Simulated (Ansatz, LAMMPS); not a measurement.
**Glassy Na2Si4O9 (90 atoms): geometry optimisation**

Wanted: the relaxed structure of glassy Na2Si4O9 (90 atoms) and its electronic structure.

Method: Kohn-Sham DFT, PBE, PAW (set soft_2), plane waves, in Ansatz 0.2.0.

**What experiment says.** Na-O nearest neighbour distance in sodium silicate glasses from Zotov and Keppler (1998), who studied sodium tetrasilicate glass by neutron diffraction (as quoted in “Computer modeling of natural silicate melts: what can we learn from ab   initio simulations”, 2009, arxiv:0907.2530): nearest Na–O distance 2.425 Å. Si-Na distance estimated from earlier sodium K-edge XAFS experiments (refs. 26, 27), quoted for comparison with the simulated glass (as quoted in “Structural and electronic properties of the sodium tetrasilicate glass   Na2Si4O9 from classical and ab initio molecular-dynamics   simulations”, 2001, arxiv:cond-mat/0109263): nearest Si–Na distance 3.8 Å; nearest Na–Na distance 3.2 Å.

### 1. Set-up

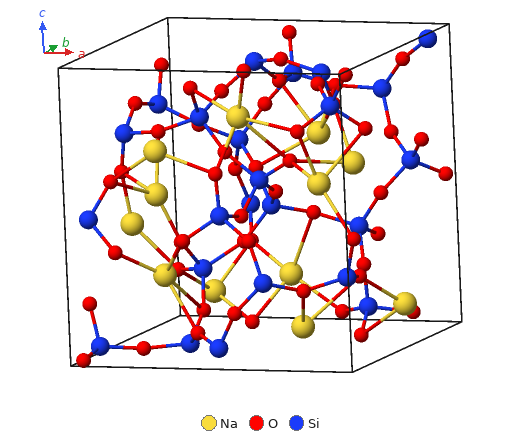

Start, viewed slightly off an axis; sodium yellow, oxygen red, silicon blue.

The cell holds 90 atoms: 12 Na, 54 O and 24 Si. Its edges and angles: a = 10.817 Å, b = 10.817 Å, c = 10.817 Å, α = 90.0°, β = 90.0°, γ = 90.0°. 90 atoms (12 Na, 54 O, 24 Si) placed at random at 2.38 g/cm³, melted at 4500 K for 20 ps at fixed volume with the Morse and Coulomb pair potential with partial charges (Pedone, Malavasi, Menziani, Cormack and Segre, J. Phys. Chem. B 110, 11780 (2006)). Quenched from 4500 K to 300 K at 10 K/ps and fixed volume, held 5 ps.

Limits known from the start: The quench rate of 10 K/ps is orders of magnitude faster than experiment, which tends to freeze in extra defects. The network of bonds at the start is that of the classical potential that made the cell. Only the Γ point is sampled, in a cell whose shortest periodic width is 11 Å.

### 2. The classical run that made the cell

A classical potential supplies the starting structure, since it reaches far longer times than DFT.

This step: classical MD, Morse and Coulomb pair potential with partial charges (Pedone, Malavasi, Menziani, Cormack and Segre, J. Phys. Chem. B 110, 11780 (2006)) (LAMMPS 22 Jul 2025 - Update 4).

in.lmp

```
# melt-quench of Na12O54Si24
units metal
atom_style charge
boundary p p p
region box block 0 10.8166 0 10.8166 0 10.8166
create_box 3 box
mass 1 22.9898   # Na
mass 2 15.9990   # O
mass 3 28.0850   # Si
create_atoms 1 random 12 53329 NULL overlap 1.5 maxtry 2000
create_atoms 2 random 54 53336 NULL overlap 1.5 maxtry 2000
create_atoms 3 random 24 53343 NULL overlap 1.5 maxtry 2000
pair_style hybrid/overlay pedone 5.5 coul/long 8.0
pair_coeff * * coul/long
pair_coeff 1 2 pedone 0.023363 1.763867 3.006315 5   # Na-O
pair_coeff 2 2 pedone 0.042395 1.379316 3.618701 22   # O-O
pair_coeff 2 3 pedone 0.340554 2.006700 2.100000 1   # Si-O
set type 1 charge 0.6
set type 2 charge -1.2
set type 3 charge 2.4
kspace_style pppm 1.0e-4
neigh_modify delay 0 every 1 check yes
thermo_style custom step time temp pe press density
thermo_modify norm yes
timestep 0.002
thermo 100
min_style cg
minimize 1e-4 1e-4 200 2000
reset_timestep 0
velocity all create 4500 53330 mom yes dist gaussian
fix lim all nve/limit 0.05
fix lan all langevin 4500 4500 0.2 53331 zero yes
thermo 500
run 1000 post no
# [... 7 lines left out ...]
fix md all nvt temp 4500 300 0.2
run 210000 post no
unfix md
thermo 1250
fix md all nvt temp 300 300 0.2
run 2500 post no
unfix md
write_dump all custom glass.dump id type xs ys zs modify sort id
```

Started as:

```sh
$ lmp -in in.lmp -log none -nocite
```

Numbers of over 12 decimals in the logs are rounded to 6 here.

The program printed:

```text
LAMMPS (22 Jul 2025 - Update 4)
Created orthogonal box = (0 0 0) to (10.8166 10.8166 10.8166)
Created 12 atoms
Created 54 atoms
Created 24 atoms
PPPM initialization ...
  G vector (1/distance) = 0.38313749
  grid = 12 12 12
  estimated relative force accuracy = 5.4277895e-05
   Step          Time           Temp          PotEng         Press         Density
         0   0              0             -0.96531074     532266.04      2.3800242
        90   0.18           0             -14.756306      37.155302      2.3800242
Loop time of 0.0513831 s on 1 MPI rank(s) for 90 steps with 90 atoms
Minimization stats:
  Stopping criterion = energy tolerance
  Energy initial, next-to-last, final =
    -0.965310735202565  -14.7553989142739   -14.756306113588
  Force two-norm initial, final = 311.38824 2.0421786
  Iterations, force evaluations = 90 114
   Step          Time           Temp          PotEng         Press         Density
[... 7 lines left out ...]
      3332   6.664          4252.3076     -14.212203     -12061.782      2.3800242
      4998   9.996          4631.5603     -14.21818       31486.086      2.3800242
      6664   13.328         4237.3571     -14.187027      50266.049      2.3800242
      8330   16.66          4859.3069     -14.112639      33688.865      2.3800242
      9996   19.992         4137.3946     -14.15692       52250.068      2.3800242
[... 1 line left out ...]
Loop time of 3.78851 s on 1 MPI rank(s) for 10000 steps with 90 atoms
   Step          Time           Temp          PotEng         Press         Density
[... 12 lines left out ...]
Loop time of 75.8282 s on 1 MPI rank(s) for 210000 steps with 90 atoms
   Step          Time           Temp          PotEng         Press         Density
    221000   442            300.83431     -14.928723     -4838.5752      2.3800242
    221250   442.5          278.65872     -14.931353     -6705.4805      2.3800242
    222500   445            290.25333     -14.925667     -5913.3512      2.3800242
    223500   447            312.53902     -14.929        -6850.6429      2.3800242
Loop time of 0.830825 s on 1 MPI rank(s) for 2500 steps with 90 atoms
```

Run time: 81 s. Hardware: 1 thread of Arm Neoverse V2, shared host; peak memory 0.066 GiB.

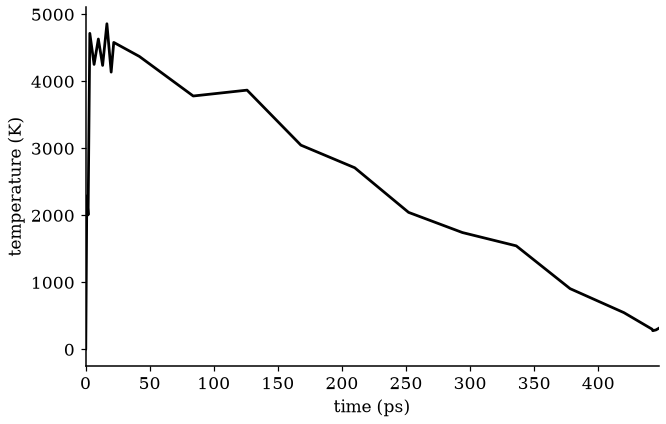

Temperature, plotted against time.

### 3. Single point at the start

The forces at the start show how far the geometry lies from a minimum of this functional.

input.yaml

```yaml
crystal:
  lattice:
    - [10.8166, 0.0, 0.0]
    - [0.0, 10.8166, 0.0]
    - [0.0, 0.0, 10.8166]
  atoms:
    - { symbol: Na, position: [0.19641, 0.33609, 0.52275] }
    - { symbol: Na, position: [0.70591, 0.3175, 0.09332] }
    - { symbol: Na, position: [0.54318, 0.22382, 0.80977] }
    - { symbol: Na, position: [0.21363, 0.77536, 0.12511] }
    - { symbol: Na, position: [0.81742, 0.54663, 0.60683] }
    - { symbol: Na, position: [0.98258, 0.54284, 0.13784] }
    - { symbol: Na, position: [0.62995, 0.72093, 0.67421] }
    - { symbol: Na, position: [0.03236, 0.52307, 0.38889] }
    - { symbol: Na, position: [0.29356, 0.09708, 0.71079] }
    - { symbol: Na, position: [0.4787, 0.80254, 0.18335] }
    - { symbol: Na, position: [0.81207, 0.24595, 0.58731] }
    - { symbol: Na, position: [0.26903, 0.20102, 0.2768] }
    - { symbol: O, position: [0.89033, 0.37748, 0.25642] }
    - { symbol: O, position: [0.36261, 0.54193, 0.8388] }
    - { symbol: O, position: [0.61184, 0.93473, 0.797] }
    - { symbol: O, position: [0.76707, 0.38729, 0.89777] }
    - { symbol: O, position: [0.59071, 0.74452, 0.40237] }
    - { symbol: O, position: [0.7802, 0.69803, 0.23936] }
    - { symbol: O, position: [0.94683, 0.34274, 0.75945] }
    - { symbol: O, position: [0.40589, 0.71122, 0.55501] }
    - { symbol: O, position: [0.04283, 0.00835, 0.01829] }
    - { symbol: O, position: [0.04696, 0.80774, 0.87444] }
    - { symbol: O, position: [0.32154, 0.40187, 0.12674] }
    - { symbol: O, position: [0.98111, 0.95966, 0.50337] }
    - { symbol: O, position: [0.90337, 0.81221, 0.06333] }
    - { symbol: O, position: [0.25608, 0.39001, 0.35573] }
    - { symbol: O, position: [0.82285, 0.77056, 0.4687] }
    - { symbol: O, position: [0.54629, 0.52566, 0.50815] }
    - { symbol: O, position: [0.518, 0.27899, 0.46697] }
    - { symbol: O, position: [0.58108, 0.5348, 0.95182] }
    - { symbol: O, position: [0.17146, 0.22806, 0.02431] }
    - { symbol: O, position: [0.25858, 0.89602, 0.51566] }
    - { symbol: O, position: [0.38897, 0.66244, 0.04458] }
    - { symbol: O, position: [0.74595, 0.92244, 0.30336] }
    - { symbol: O, position: [0.65839, 0.79364, 0.06269] }
    - { symbol: O, position: [0.49456, 0.12124, 0.63446] }
    - { symbol: O, position: [0.93262, 0.22162, 0.95976] }
    - { symbol: O, position: [0.01974, 0.47749, 0.57147] }
    - { symbol: O, position: [0.84921, 0.9501, 0.88798] }
    - { symbol: O, position: [0.00412, 0.18226, 0.17778] }
    - { symbol: O, position: [0.39, 0.06854, 0.41591] }
    - { symbol: O, position: [0.03875, 0.57828, 0.78456] }
    - { symbol: O, position: [0.6635, 0.36862, 0.64074] }
    - { symbol: O, position: [0.34297, 0.31189, 0.88735] }
    - { symbol: O, position: [0.80447, 0.93229, 0.64508] }
    - { symbol: O, position: [0.94947, 0.18893, 0.41407] }
    - { symbol: O, position: [0.57423, 0.04088, 0.18119] }
    - { symbol: O, position: [0.79911, 0.60078, 0.0193] }
    - { symbol: O, position: [0.5998, 0.14974, 0.97762] }
    - { symbol: O, position: [0.78277, 0.14671, 0.77841] }
    - { symbol: O, position: [0.11211, 0.1436, 0.59651] }
    - { symbol: O, position: [0.30659, 0.89225, 0.277] }
    - { symbol: O, position: [0.15253, 0.05637, 0.37396] }
    - { symbol: O, position: [0.38886, 0.17107, 0.09021] }
    - { symbol: O, position: [0.18887, 0.39689, 0.72382] }
    - { symbol: O, position: [0.62136, 0.0759, 0.41901] }
    - { symbol: O, position: [0.40222, 0.5876, 0.32806] }
    - { symbol: O, position: [0.37337, 0.89714, 0.73572] }
    - { symbol: O, position: [0.77407, 0.16311, 0.24023] }
    - { symbol: O, position: [0.49196, 0.73627, 0.84358] }
    - { symbol: O, position: [0.73316, 0.6083, 0.79113] }
    - { symbol: O, position: [0.44689, 0.95753, 0.96688] }
    - { symbol: O, position: [0.97541, 0.77033, 0.6509] }
    - { symbol: O, position: [0.1693, 0.57074, 0.23114] }
    - { symbol: O, position: [0.42496, 0.39109, 0.66144] }
    - { symbol: O, position: [0.20192, 0.72956, 0.6915] }
    - { symbol: Si, position: [0.85417, 0.26983, 0.84507] }
    - { symbol: Si, position: [0.67587, 0.05185, 0.28303] }
    - { symbol: Si, position: [0.31273, 0.29094, 0.03313] }
    - { symbol: Si, position: [0.89977, 0.85662, 0.56541] }
    - { symbol: Si, position: [0.90162, 0.2363, 0.2771] }
    - { symbol: Si, position: [0.04433, 0.159, 0.04015] }
    - { symbol: Si, position: [0.31071, 0.80914, 0.62978] }
    - { symbol: Si, position: [0.75555, 0.98985, 0.7797] }
    - { symbol: Si, position: [0.96352, 0.89502, 0.96691] }
    - { symbol: Si, position: [0.7785, 0.72606, 0.09352] }
    - { symbol: Si, position: [0.45318, 0.61711, 0.92732] }
    - { symbol: Si, position: [0.28842, 0.49435, 0.24947] }
    - { symbol: Si, position: [0.48023, 0.64618, 0.44076] }
    - { symbol: Si, position: [0.04862, 0.09084, 0.47664] }
    - { symbol: Si, position: [0.04701, 0.44736, 0.70573] }
    - { symbol: Si, position: [0.27853, 0.97011, 0.38596] }
    - { symbol: Si, position: [0.33086, 0.41331, 0.77288] }
    - { symbol: Si, position: [0.06492, 0.71922, 0.75798] }
    - { symbol: Si, position: [0.4838, 0.88337, 0.84468] }
    - { symbol: Si, position: [0.72446, 0.5297, 0.90954] }
    - { symbol: Si, position: [0.54149, 0.39368, 0.56962] }
    - { symbol: Si, position: [0.73699, 0.77833, 0.35324] }
    - { symbol: Si, position: [0.49926, 0.07517, 0.05717] }
    - { symbol: Si, position: [0.49931, 0.13193, 0.49174] }
kpoints:
  mp_grid: { grid: [1, 1, 1] }
hamiltonian:
  xc: pbe
scf:
  occupations: { method: fixed }
output:
  forces: true
  stress: true
  populations: true
  dos:
    method: { smearing: { sigma: 0.08 } }
    de: 0.1
    projected: { site_lists: { Na: [Na], O: [O], Si: [Si] } }
  eigenvalues: true
```

Started as:

```sh
$ ansatz run input.yaml --threads 4 --pin off --max-ram 8192MiB --backend cpu --events-out ev --progress --plain --runs-dir out
```

The program printed:

```text
Engine: ansatz 0.2.0, aarch64-unknown-linux-gnu
Pseudopotentials: kind: paw
Pseudopotential: Na, paw, valence charge 9, recommended cutoff 420 eV (normal), Na.paw.azcp
Pseudopotential: O, paw, valence charge 6, recommended cutoff 420 eV (normal), O.paw.azcp
Pseudopotential: Si, paw, valence charge 4, recommended cutoff 420 eV (normal), Si.paw.azcp
[... 5 lines on functional and potentials left out ...]
Crystal: 90 atoms, lattice volume = 1265.530 Å³
Basis set: ecut = 420 eV, 24837 PW (Γ), exchange–correlation on 150×150×150 points (8 copies of the dense FFT grid, shifted against one another)
Bands: 354, of which v1, the nominal top of the filled ones, is band 264 counted from 1 (263 counted from 0)
Symmetry: 1 space group operations
Space group: P1 (ITA 1), of the structure as read, at distance tolerance 1.1e-4 Å
k-points: 1
[... 7 lines on functional and potentials left out ...]
Initial density: superposition of atomic densities (neutral atoms: chi_scale 0, normalization atom), corrected by the library's trained network
Initial wavefunctions: pseudopotential atomic-orbital guess
Functional: x = pbe(κ = 0.804, μ = 0.219515), c = pbe(β = 0.066725)
SCF iter   1: F=—  HF=-63824.884223 eV  |F-HF|=—  |Δ(HF+E_count)|=         —  Δρ=2.19e-3  dr2=9.32e-2  ethr=1.77e-3  ⟨swp⟩=4.0  Hψ=1368  notcnv=0  defer=87
preconditioner: auto → Resta (q_TF=auto, 2.358 Å⁻¹)  ε∞=2.7  [insulator: Δε(μ)=3.064 eV  Ē_g=17.883 eV  n_scr=256 (ndim 8)  ℏωp=23.4 eV  f_vac=0.193  ε∞_Penn≈2.7]
SCF iter   2: F=—  HF=-63824.869989 eV  |F-HF|=—  |Δ(HF+E_count)|=   1.42e-2  Δρ=1.16e-3  dr2=2.28e-2  ethr=1.76e-5  ⟨swp⟩=2.0  Hψ=573  notcnv=0  defer=88
SCF iter   3: F=—  HF=-63824.869621 eV  |F-HF|=—  |Δ(HF+E_count)|=   3.67e-4  Δρ=5.43e-4  dr2=6.32e-3  ethr=4.33e-6  ⟨swp⟩=2.0  Hψ=440  notcnv=0  defer=88
SCF iter   4: F=—  HF=-63824.868764 eV  |F-HF|=—  |Δ(HF+E_count)|=   8.57e-4  Δρ=1.97e-4  dr2=5.87e-4  ethr=1.20e-6  ⟨swp⟩=2.0  Hψ=440  notcnv=0  defer=88
SCF iter   5: F=—  HF=-63824.868833 eV  |F-HF|=—  |Δ(HF+E_count)|=   6.90e-5  Δρ=1.29e-4  dr2=1.81e-4  ethr=1.11e-7  ⟨swp⟩=2.0  Hψ=501  notcnv=0  defer=88
SCF iter   6: F=—  HF=-63824.868793 eV  |F-HF|=—  |Δ(HF+E_count)|=   4.08e-5  Δρ=2.75e-5  dr2=8.77e-6  ethr=3.44e-8  ⟨swp⟩=2.0  Hψ=463  notcnv=0  defer=85
SCF iter   7: F=—  HF=-63824.866403 eV  |F-HF|=—  |Δ(HF+E_count)|=   2.39e-3  Δρ=1.43e-5  dr2=2.17e-6  ethr=1.66e-9  ⟨swp⟩=2.0  Hψ=618  notcnv=0  defer=85
SCF iter   8: F=—  HF=-63824.866404 eV  |F-HF|=—  |Δ(HF+E_count)|=   6.79e-7  Δρ=5.16e-6  dr2=2.82e-7  ethr=4.10e-10  ⟨swp⟩=2.0  Hψ=446  notcnv=0  defer=85
SCF iter   9: F=-63824.866404 eV  HF=-63824.866404 eV  |F-HF|=4.95e-9  |Δ(HF+E_count)|=   1.26e-7  Δρ=2.14e-6  dr2=5.17e-8  ethr=1.89e-11  ⟨swp⟩=18.0  Hψ=2119  notcnv=0
SCF 1 converged in 9 iterations: F = -63824.866404 eV  dr2 = 5.17e-8
  greatest PAW one-centre occupation: 0.999 electrons in one spin orbital (limit 2), on the Na atom at site 0 (counted from 0), in its partial waves of l = 0
SCF converged after 9 iterations
Free energy (F): -63824.866404 eV
Harris-Foulkes:  -63824.866404 eV  (|F-HF|=4.95e-9)
Internal energy: -63824.866404 eV  (E = F + TS)
E sigma→0 (E₀):  -63824.866404 eV
Fermi energy:    3.721219 eV
--- Per-component energies (eV) ---
  E_band       = -4416.856686
  E_kinetic    = 12194.700507
  E_local      = -45473.420856  (includes V_loc(G=0)·N_el)
  E_nonlocal   = 4564.381723
  E_hartree    = 16854.645513
  E_xc         = -5833.016544
  E_vxc        = -6882.252196  (∫ρ·V_xc dr)
  E_paw        = -24056.973991  (= ΣΔE_a)
  E_vpaw       = -2529.701801  (= ΣTr[D̂ρ^β])
  E_aug_tail   = 0.138289  (compensation charges beyond the density's cutoff)
  E_ewald      = -22075.321044
  E_smearing   = -0.000000  (= −TS)
  E_closure    = 0.000000  (closes the sum)
  Σ components = -63824.866404   (vs F -63824.866404, Δ=0.00e0)
--- Forces (eV/Å), atoms counted from 1 ---
  atom   1  Na    -0.13006543    -0.53295580     0.46534613
  atom   2  Na    -0.23673982    -0.36137551     0.23607959
  atom   3  Na     0.46202722     0.38090093    -0.96165858
  atom   4  Na     0.42905487    -0.45230297     0.27886898
  atom   5  Na    -0.40109605    -0.35601304     0.29615621
  atom   6  Na    -0.02340416    -0.53470439    -0.16514536
  atom   7  Na    -0.50469033     0.30687724     0.00955504
  atom   8  Na     0.44742017    -0.20862439    -0.90108823
  atom   9  Na    -0.27128166    -0.00246008    -0.47797490
  atom  10  Na     0.15191856    -0.29645940    -0.36740478
  atom  11  Na     0.01291589    -0.27698760    -0.71644245
  atom  12  Na     0.09286591     0.39481387     0.07026351
  atom  13  O     -0.31274252     2.07566317     0.11455004
  atom  14  O     -1.43706159    -0.96991000    -1.49460450
[...]
atom  89  Si     2.77766201     0.84959744    -2.83889646
  atom  90  Si     1.55904746     0.82732193     0.01422196
  max |Σ_I F_I| component: 1.88e-5 eV/Å
--- Stress (GPa, compression-positive) ---
        3.753583      -2.510470      -0.346861
       -2.510469       3.474885      -2.201188
       -0.346861      -2.201189       7.822854
  P = ⅓ Tr σ = 5.0171 GPa (50.171 kbar)
--- Band table (eV) ---
  k-point 0: bands = ["-47.4261", "-47.2183", "-47.1918", "-47.1756", [... 338 levels ...], "13.1219", "13.1645", "13.2086", "13.2973", "13.3075", "13.3632", "13.3997", "13.4874", "13.4997", "13.5671", "13.6162", "13.6832"]
--- Löwdin populations: 90 sites ---
  site symbol       q [e]
     0     Na      8.1922
     1     Na      8.1634
     2     Na      8.2087
[...]
89     Si      2.3152
  spilling = 0.010927 (of n_electrons = 528.000000)
```

It took 18 s on 4 threads of Arm Neoverse V2, shared host; peak memory 1.5 GiB; 62 s of CPU time.

The run gave:

```yaml
free_energy: -63824.8664 eV
free_energy_per_atom: -709.1652 eV/atom
scf_cycles: 9
pressure: 5.017 GPa
r_m_s_force_component: 1.283 eV/Å
longest_force: 5.49 eV/Å
fermi_energy: 3.721 eV
spacing_of_highest_filled_and_lowest_empty_level: 2.874 eV
spilling_of_the_projection: 0.01093
```

The r.m.s. force component of 1.3 eV/Å and the pressure of 5.0 GPa set the starting point.

Length of the force by element:

| element | coordination | atoms | mean length of the force (eV/Å) | spread | least | most |
| --- | --- | --- | --- | --- | --- | --- |
| Na | all | 12 | 0.670 | 0.208 | 0.412 | 1.13 |
| O | all | 54 | 1.98 | 1.06 | 0.518 | 5.49 |
| Si | all | 24 | 2.41 | 1.04 | 0.606 | 4.44 |

(Part 1 of 3 ends here.)

[Logs are printed without paths, hosts, clocks, repeated set-up lines and the standing remarks that a program may print on its own settings, such as how far it seeks lower states.]

[Hosts, paths, dates, database ids (printed as entryN), source tags and the programs' standing remarks are cut or masked in the printed files.]
